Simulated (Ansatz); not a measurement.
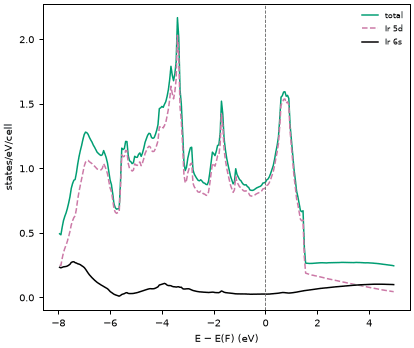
Figure. Total and projected density of states of Ir (fcc (Cu type), space group No. 225), plane-wave PAW PBE+D3(BJ) (Ansatz code)

**Question.** Which orbitals carry the states next to the Fermi level?

**Answer.** Within 0.5 eV of the Fermi level: Ir 5d 95 %. Projections are on Löwdin-orthogonalised atomic valence shells; empty p or d shells of many metals are not among them.

**Question.** Where is the tallest occupied peak in this window, and what makes it?

**Answer.** Near -3.4 eV, about 2.2 states/eV per cell; the largest projected share is Ir 5d.

Space group Fm-3m (fcc (Cu type)). The cell was relaxed with PBE+D3(BJ) under the symmetry of its start. No spin polarisation was allowed. The pairwise dispersion correction was not fitted to metals. Scalar-relativistic: spin–orbit coupling is off unless named, which matters more the heavier the elements.

Potentials: the earlier of the program's two PAW sets.
